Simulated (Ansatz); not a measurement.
A computed series for TiPt3: pressure series

The parent structure is TiPt₃ in the Cu3Au type structure (space group Pm-3m, No. 221; a = 3.9479 Å).

Cell and atoms are relaxed at each pressure.

Level of theory: DFT with PBE, PAW potentials and a 420 eV plane-wave cutoff in Ansatz (an electronic-structure program), spin-orbit coupling left out.

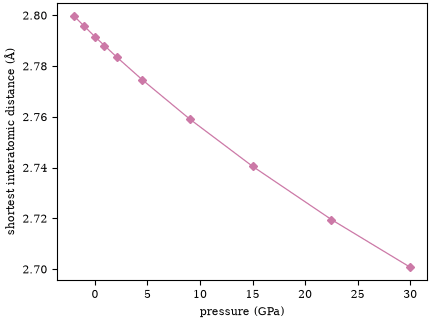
Figure. Shortest interatomic distance against pressure

| pressure (GPa) | shortest interatomic distance |
|---|---|
| -2 | 2.800 Å |
| -1 | 2.796 Å |
| 0.9 | 2.788 Å |
| 2.1 | 2.783 Å |
| 4.5 | 2.775 Å |
| 9 | 2.759 Å |
| 15 | 2.741 Å |
| 22.5 | 2.720 Å |
| 30 | 2.701 Å |

Load acts through the strain it causes; cell and atoms are relaxed under it. Stability against distortions was not tested. Competing high-pressure phases were not computed. All final runs are without spin polarisation.
